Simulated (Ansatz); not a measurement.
**CH4FMoNO2 (SMILES C[N]=[Mo](=[O])([OH])[F]): density, localisation and related maps**

```csv
atom,x (Å),y (Å),z (Å)
C,-1.2189,-0.8327,-0.9479
N,-0.4731,0.0737,-0.1490
Mo,0.7399,0.3883,1.0259
O,1.4210,-1.0890,1.4285
O,2.0352,1.5060,0.2528
F,-0.0779,1.1846,2.4977
H,-0.8676,-1.8624,-0.8157
H,-2.2786,-0.7804,-0.6794
H,-1.1275,-0.5605,-2.0042
H,1.9306,1.9211,-0.6059
```

Geometry: PBE0-D4/def2-TZVP; core potentials replace the inner electrons of Mo.

Computed with Ansatz, RKS PBE0-D4/def2-TZVPP.

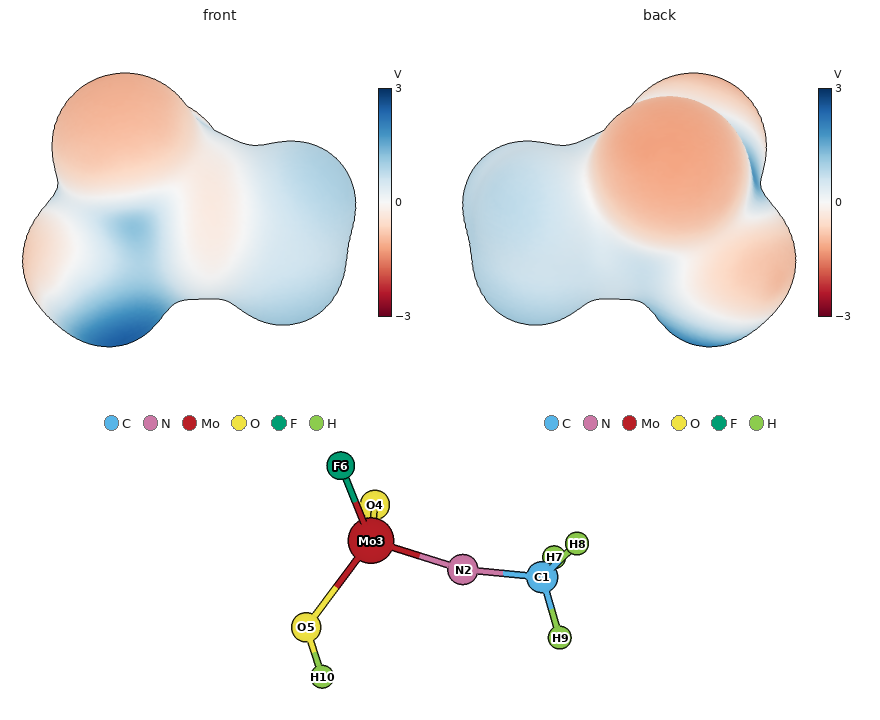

Figure 1. The molecular electrostatic potential painted on the density surface at 0.001 e/bohr³, seen from the front and from behind; red is negative and blue positive. The bare structure is drawn below in the same view.

Where is the surface potential most negative and most positive?

Answer. The most negative region (about −1.2 V) lies over O4, the most positive (about +2.3 V) over H10. O4 is the likeliest acceptor of a hydrogen bond.

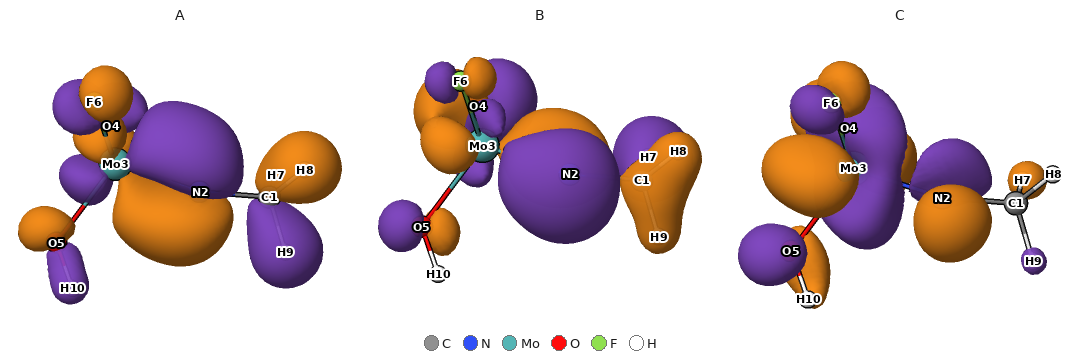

Figure 2. Three frontier orbitals at ±0.1 Å⁻³ᐟ² (orange and purple are the two phases), in no order.

Which picture is the HOMO−1, the HOMO and the LUMO?

Answer. A is the HOMO−1 (−8.57 eV). It lies mainly on N2 (about 40 %), Mo3 (about 25 %), C1 (about 10 %) and F6 (about 5 %). B is the HOMO (−7.98 eV). Its weight (Hirshfeld) is mainly on N2 (about 45 %), O4 (about 20 %), Mo3 (about 15 %) and C1 (about 10 %). C is the LUMO (−1.80 eV). Its weight (Hirshfeld) is mainly on Mo3 (about 60 %), N2 (about 10 %), O4 (about 10 %), O5 (about 10 %) and F6 (about 5 %).

What is the HOMO–LUMO gap?

Answer. 6.18 eV between the orbital energies.

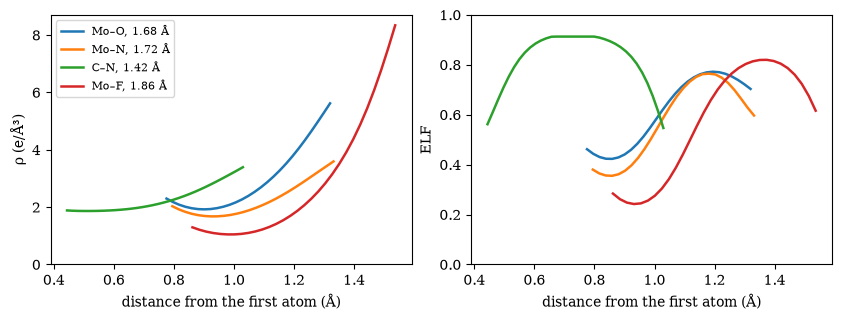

Figure 3. Electron density and ELF along straight lines between neighbouring atoms. The curves leave out the atomic cores.

What can be read from the curves?

Answer. Mo–O (1.68 Å): ρ is about 2 e/Å³ halfway; the ELF peaks at about 0.75 in the valence shell of O, 0.5 Å from its nucleus, and drops to about 0.40 between the two atoms.
Mo–N (1.72 Å): ρ is about 1.8 e/Å³ halfway; the ELF peaks at about 0.75 in the valence shell of N, 0.5 Å from its nucleus, and drops to about 0.35 between the two atoms.
C–N (1.42 Å): ρ at the midpoint is about 2 e/Å³; the ELF peaks at about 0.90 between the atoms: a shared electron pair.
Mo–F (1.86 Å): the density is about 1.1 e/Å³ at the midpoint; the ELF peaks at about 0.80 in the valence shell of F, 0.5 Å from its nucleus, and drops to about 0.25 between the two atoms.

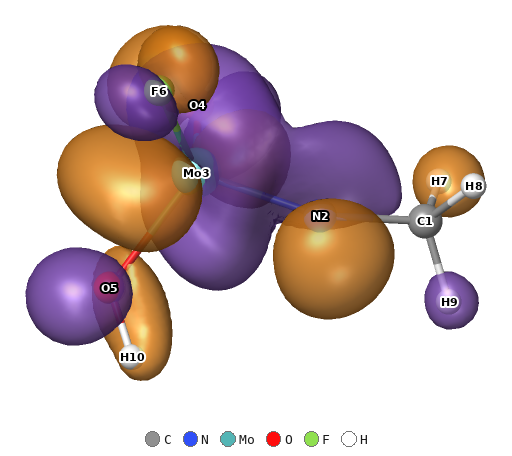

Figure 4. One frontier orbital at ±0.08 Å⁻³ᐟ² (orange and purple are the two phases), seen across its widest extent.

Which orbital is it: HOMO or LUMO?

Answer. The LUMO, at −1.80 eV. By Hirshfeld shares it lies mainly on Mo3 (about 60 %), N2 (about 10 %), O4 (about 10 %), O5 (about 10 %) and F6 (about 5 %).
